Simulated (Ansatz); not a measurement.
CHGeO (doublet)

Input

```
basis:
  gaussian: {orbitals: def2-TZVPD}
crystal:
  periodic: [false, false, false]
  atoms:
    - {symbol: C, position_ang: [-0.044045, 0.427910, -0.136836]}
    - {symbol: Ge, position_ang: [-0.770742, -0.873944, -1.335776]}
    - {symbol: O, position_ang: [1.012149, -0.237369, -0.133616]}
    - {symbol: H, position_ang: [-0.136651, 1.361453, 0.458127]}
total_charge: 0
magnetization: {spin_polarized: true, initial_magnetization: 1}
hamiltonian: {xc: pbe0}
output: {forces: true, orbitals: {seedname: orbitals}}
```

Command:

```sh
ansatz run input.yaml --threads 1 --pin off --max-ram 2610MiB --events-out events.jsonl --progress --plain --runs-dir runs
```

Geometry: PBE0-D3(BJ)/def2-SVP.

These are results of isolated molecule in a Gaussian basis; Kohn-Sham density functional theory, functional PBE0 (Ansatz 0.2.0), not measurements.

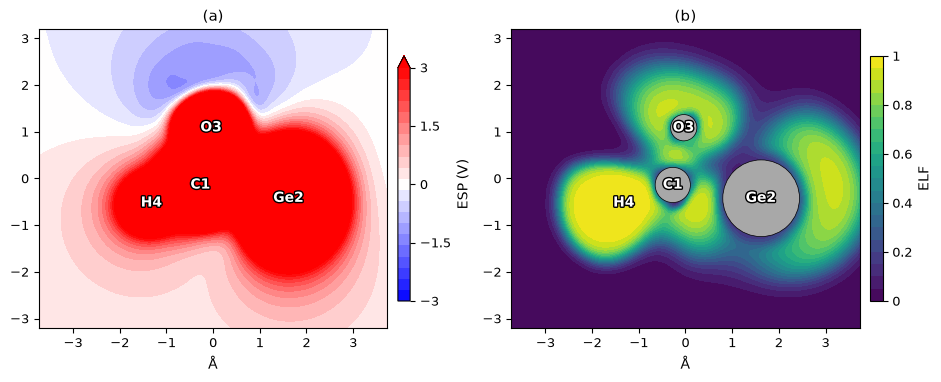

Figure 1. (a) electrostatic potential; (b) ELF on the molecular plane. Grey discs cover the atomic cores in the ELF map.

What do the fields say about this system?

Answer. The section cuts through C, Ge, O and H sites.
C–O (1.25 Å): the ELF peaks at about 0.85 between the atoms: a polar covalent bond.
C–Ge (1.91 Å): the ELF peaks at about 0.85 in the valence shell of C, 0.7 Å from its nucleus, and is about 0.50 at the midpoint.
Ge–O (2.24 Å): the ELF is about 0.20 at the midpoint.
C–H (1.11 Å): the ELF climbs to about 1 towards the hydrogen, as it does in any bond to H: a covalent bond by its length.
The ELF also peaks beside O3, away from the bonds: non-bonding electrons, paired or unpaired.
Outside the dense part of the molecule the potential is most negative (−1.3 V) near O3.

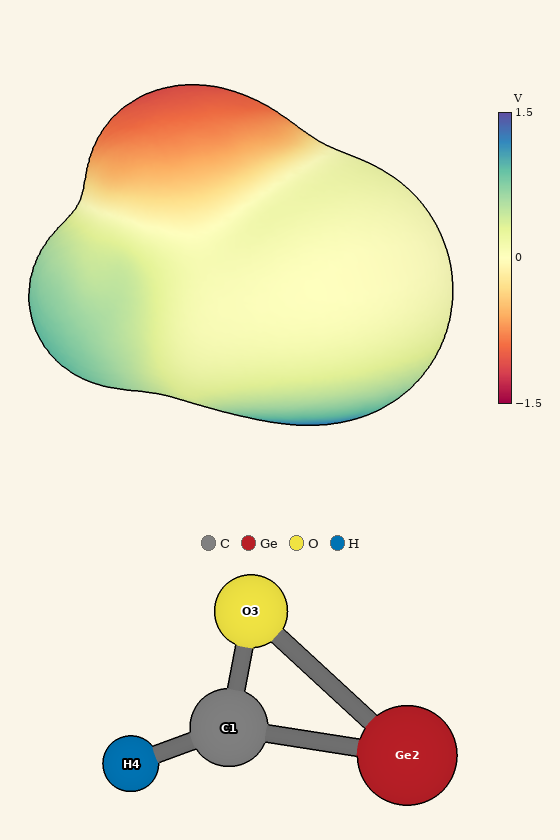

Figure 2. The electrostatic potential painted on the density surface at 0.001 e/bohr³, seen across its widest extent; red is negative and blue positive. The bare structure is drawn below in the same view.

Which sites attract a positive test charge, and which a negative one?

Answer. A positive charge is drawn to the negative regions and a negative charge to the positive ones. The most negative region (about −1.1 V) lies over O3, the most positive (about +1.4 V) over Ge2. O3 is the likeliest acceptor of a hydrogen bond.

How polar is the molecule by this calculation?

Answer. Its dipole moment is 1.84 D.

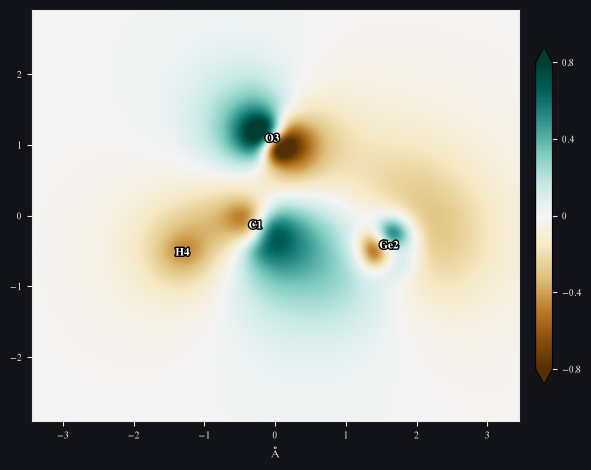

Figure 3. The HOMO (β) on the molecular plane (values in Å⁻³ᐟ²; the overall sign is arbitrary).

Describe this orbital and give its energy.

Answer. By Hirshfeld shares it lies mainly on Ge2 (about 40 %), C1 (about 25 %), O3 (about 25 %) and H4 (about 10 %); it is symmetric in the molecular plane (an in-plane orbital: σ, lone-pair or in-plane π type). Its energy is −7.06 eV.
